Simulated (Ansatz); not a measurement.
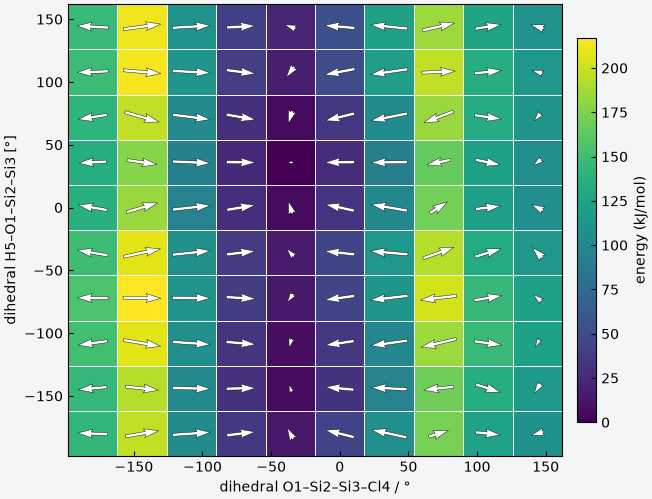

Energy landscape of ClH₃OSi₂, SMILES O[SiH]=[SiH]Cl. Coordinates scanned: (1) dihedral O1–Si2–Si3–Cl4; (2) dihedral H5–O1–Si2–Si3. Nothing is relaxed (all other coordinates rigid). The scan uses a 10 × 10 grid. Energies are in kJ/mol, from the lowest grid point. Energies and slopes of some neighbouring points disagree (a jump in structure or state, or too coarse a mesh). These are results of RHF/def2-TZVP in Ansatz, not measurements.

In the figure: one coloured cell a grid point, arrows along the force (downhill), their lengths compressed. 

Q: Summarise what can be read from the map.

A: The lowest grid point is at dihedral O1–Si2–Si3–Cl4 = −36°, dihedral H5–O1–Si2–Si3 = 36°. Other grid points that lie below all their neighbours: dihedral O1–Si2–Si3–Cl4 = −36°, dihedral H5–O1–Si2–Si3 = −144° (7 kJ/mol higher); dihedral O1–Si2–Si3–Cl4 = 144°, dihedral H5–O1–Si2–Si3 = 0° (107 kJ/mol higher); dihedral O1–Si2–Si3–Cl4 = 144°, dihedral H5–O1–Si2–Si3 = −180° (111 kJ/mol higher). The highest grid point, dihedral O1–Si2–Si3–Cl4 = −144°, dihedral H5–O1–Si2–Si3 = −72°, lies 217 kJ/mol above the lowest.

Each point was launched as `ansatz run input.yaml --threads 1 --pin off --max-ram 2560MiB --backend cpu --events-out ev --progress --plain --runs-dir out`. The whole map (100 points run) took 12 min on 1 thread of Intel(R) Xeon(R) Platinum 8488C (Sapphire Rapids), on a shared host.
